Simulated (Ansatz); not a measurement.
Species, as SMILES: [CH](Cl)Cl, doublet.
Atoms: C1, Cl2, Cl3, H4. Bonds: C1-Cl2, C1-Cl3, C1-H4.

Basis-set convergence of the highest harmonic wavenumber at HF with Ansatz (a program for electronic structure). Each level at its own minimum, finite differences of forces, unscaled; the reference is a large set that could be run, not a limit. Cartesian d functions, on some or all atoms, in 6-31G*, 6-31+G*, 6-311G**; all else is spherical. The program fits the integrals of some runs and decomposes those of others, by size. Open shells are unrestricted. No added dispersion term, no relativity. Reference: the value in aug-pcseg-2, 3375 cm⁻¹, itself unsure by roughly 5 cm⁻¹ (its distance from def2-TZVPPD). Deviations are taken from unrounded values.

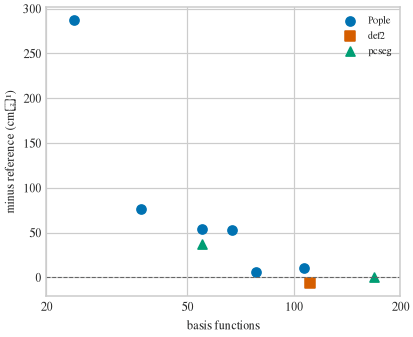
Figure: Deviation from the reference against the number of basis functions, by family of sets.

| basis | functions | highest harmonic wavenumber (cm⁻¹) | minus reference (cm⁻¹) |
|---|---|---|---|
| STO-3G | 24 | 3663 | 287 |
| 6-31G | 37 | 3452 | 76 |
| 6-31G* | 55 | 3429 | 54 |
| pcseg-1 | 55 | 3413 | 37 |
| 6-31+G* | 67 | 3428 | 53 |
| 6-311G** | 78 | 3381 | 6 |
| 6-311++G(2d,2p) | 107 | 3385 | 10 |
| def2-TZVP | 111 | 3369 | -6 |
| aug-pcseg-2 | 169 | 3375 | 0 |
